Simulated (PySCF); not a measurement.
C2H5BS, SMILES B/C=C\S, singlet, CAM-B3LYP/def2-SVP optimised geometry. Atoms within 1.6 Å of the plane z = 0.0 Å (x, y, z in Å): B1 (1.10, 0.55, 0.00), C2 (0.19, -0.67, 0.00), C3 (-1.17, -0.67, 0.00), S4 (-2.30, 0.64, 0.00), H5 (2.30, 0.41, 0.00), H6 (0.67, 1.67, 0.00), H7 (0.63, -1.67, 0.00), H8 (-1.71, -1.63, 0.00), H9 (-1.41, 1.65, 0.00).

Computed with CAM-B3LYP/def2-TZVP (PySCF). Cells within 0.4 Å of a nucleus heavier than hydrogen are left out (blank, or x).

Map of the electron localisation function on the plane z = 0.0 Å:

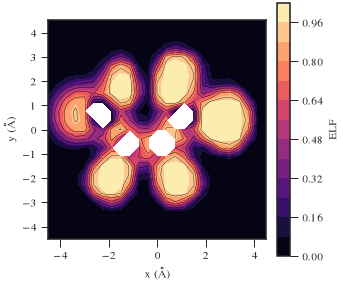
Fig. 1. Electron localisation function on the plane z = 0.0 Å.
